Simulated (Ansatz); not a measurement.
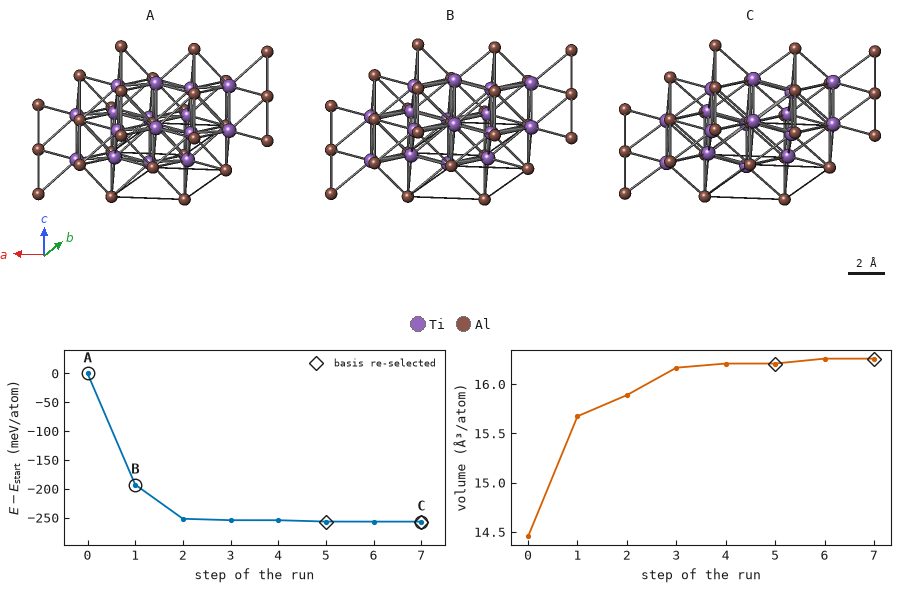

Frames of a relaxation of crystalline Ti₂Al (a generated structure, set up in P-3m1) (coarse preliminary run), marked on the history of the run. A ball-and-stick model of the cell of the calculation, repeated 2 × 2 × 2 with one cell outlined, seen from a free direction.

Level of theory: Ansatz 0.2.0, DFT PBE, scalar-relativistic, plane waves, PAW. Settings: plane-wave cutoff 420 eV; k-point mesh 6 × 6 × 6; occupations gaussian; smearing width 0.1 eV; no spin polarisation; cell and atoms relaxed; force threshold 0.04 eV/Å; at most 70 steps.

Q: What happens along the run?

A: The largest moves relative to the cell, 0.19 Å, are those of Ti atoms. Al stays in place. The volume changes by +12.5 %, with a = b 4.162 → 4.543 Å (+9.2 %), c 2.891 → 2.729 Å (−5.6 %). Among the contacts that change: Al–Ti 2.705 → 2.957 Å, Ti–Ti 2.437 → 2.623 Å, Ti–Ti 2.891 → 2.729 Å, Al–Al 2.891 → 2.729 Å. The space group (tolerance 0.01 Å) goes from P-3m1 (No. 164) to P6/mmm (No. 191). Over 5 accepted moves (7 points after the start) the energy falls by 257 meV per atom. Largest force component: 0.63 eV/Å at the start, 0.00014 eV/Å at the end. The pressure goes from 17.74 to 0.01 GPa. At 2 points the geometry stayed and the basis and grid were re-selected for the new cell (energy shift of 2.3 meV per atom at most each time). From step 0 to 1: Ti atoms move most (0.07 Å), volume +8.4 %, energy −193 meV per atom. From step 1 to 7: Ti atoms move most (0.12 Å), volume +3.7 %, energy −64.1 meV per atom.
